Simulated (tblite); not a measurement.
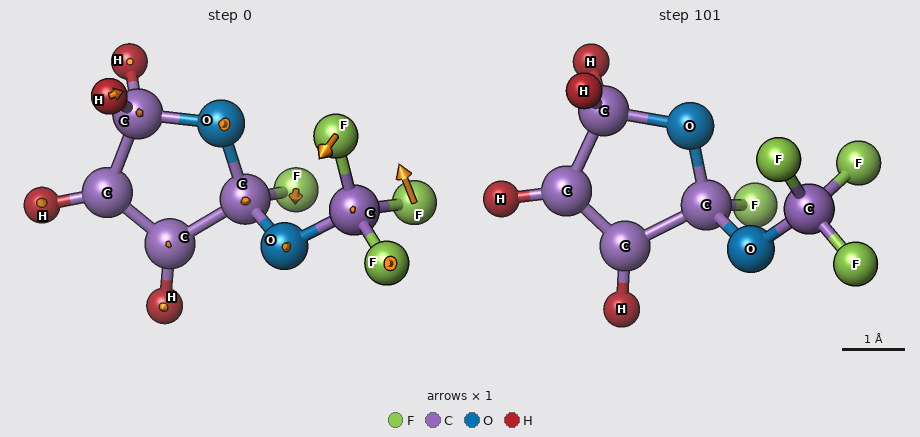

The structure of C5H4F4O2 before (left) and after (right) a relaxation, at one scale. The orange arrows give the displacements, at their true length.

A ball-and-stick model, seen at a tilt.

Computed with GFN2-xTB geometry optimisation, gas phase (tblite 0.8.0). 

### Describe what moved and what it gained.

The atom that moves furthest after the best rigid fit is an F atom (0.74 Å). Largest moves by element: F 0.74 Å, H 0.26 Å, O 0.26 Å, C 0.15 Å. Some distances before and after: C–F 1.395 → 1.329 Å, C–O 1.376 → 1.430 Å, C–O 1.384 → 1.335 Å, C–F 1.375 → 1.328 Å. Bond angles that change, for instance: C–C–H 128.4° → 121.3°, C–C–H 124.6° → 130.9°, F–C–F 111.8° → 106.5°. Over 101 geometry steps the energy falls by 11.0 kcal/mol. The run took 0.66 s on 1 thread of Arm Neoverse V1, on a shared host.
